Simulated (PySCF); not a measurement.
C₄H₆Si, SMILES `[SiH2]1C=CC=C1`.

Level of theory: PBE/aug-cc-pVDZ (PySCF), at a geometry from GFN2-xTB. No frequency check shows the geometry to be a minimum.

Cartesian coordinates (Å):

```
Si1      1.2407   -0.0000    0.0001
C2      -0.1078    1.3197   -0.0003
C3      -1.3081    0.7284    0.0001
C4      -1.3082   -0.7282   -0.0000
C5      -0.1080   -1.3197    0.0001
H6       2.0555    0.0009    1.2156
H7       2.0552   -0.0013   -1.2165
H8       0.0062    2.3909   -0.0004
H9      -2.2499    1.2606    0.0006
H10     -2.2501   -1.2603   -0.0003
H11      0.0058   -2.3910    0.0001
```

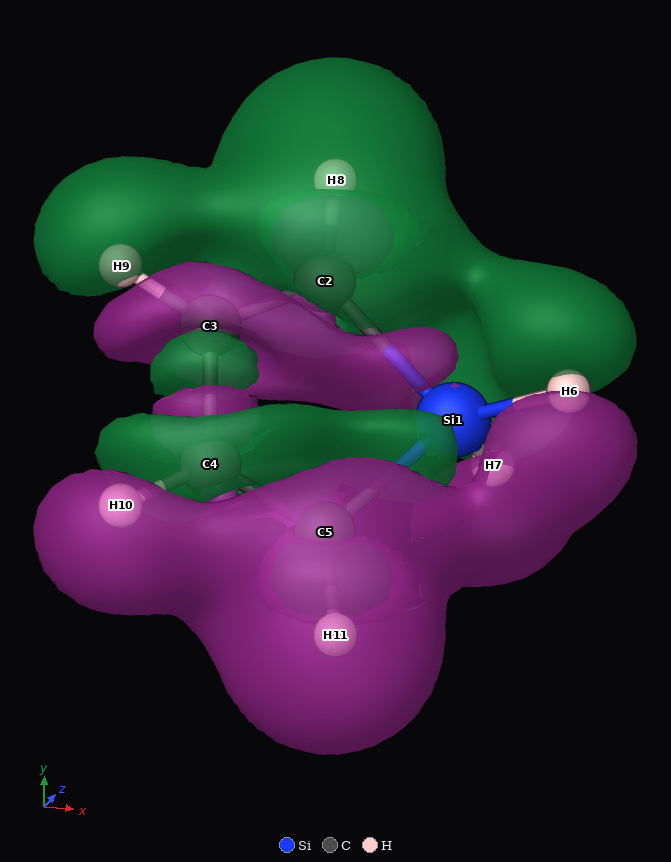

Change of the electron density in a uniform field of 0.26 V/Å, surfaces at ±0.001 e/Å³ (green: gain, purple: loss).

### Along which Cartesian direction does the field point?

Along −y: electrons gather on the +y side, against the field.

### What dipole is induced, and what polarisability does it imply?

The induced dipole is 0.98 D (along the field); α along this axis, from the fields in both directions, is 77 bohr³ (11.4 Å³).

### Which atoms gain and lose the most charge?

Electrons gather most on H8 (Hirshfeld charge changes by −0.015 e) and leave H11 most (+0.014 e); 0.080 electrons are displaced in all.
